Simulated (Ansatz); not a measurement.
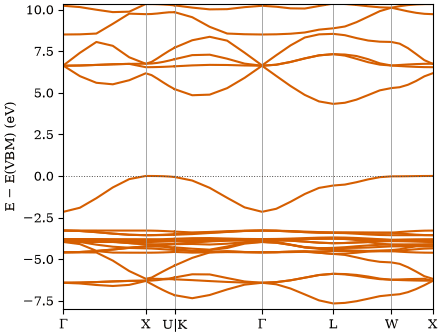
Band structure from HSE06 (plane waves, PAW; program Ansatz)

Problem. Read off the gap and where the band edges lie.

Solution. About 4.3 eV (4.33 eV among the points solved); maximum at X, minimum at L.

Problem. Which compound is it?
A) Rb2PtCl6, Fm-3m (Rb on 8c, Pt on 4a, Cl on 24e)
B) Ca2H6Os, Fm-3m (Ca on 8c, H on 24e, Os on 4a)
C) Rb3ScCl6, Fm-3m (Rb on 8c, Rb on 4b, Sc on 4a, Cl on 24e)
D) SnF3, Fm-3m (Sn on 4b, Sn on 4a, F on 24e)

Solution. D, SnF3, Fm-3m (Sn on 4b, Sn on 4a, F on 24e)

The workflow started from a Materials Project entry (that database holds measured and hypothetical structures alike); the Crystallography Open Database files this formula in space group No. 225, but the cells were not matched. Its standing as an ambient phase is unchecked. The HSE06 relaxation kept the symmetry of its start; whether a distortion lowers the energy is not shown. The hybrid was solved on a coarse mesh, the path and, where they were found, the r²SCAN edge points; its band edges are the extreme levels among these. Scalar-relativistic: spin–orbit coupling is off unless named, which matters more the heavier the elements.

Potentials: the later of the program's two PAW sets.
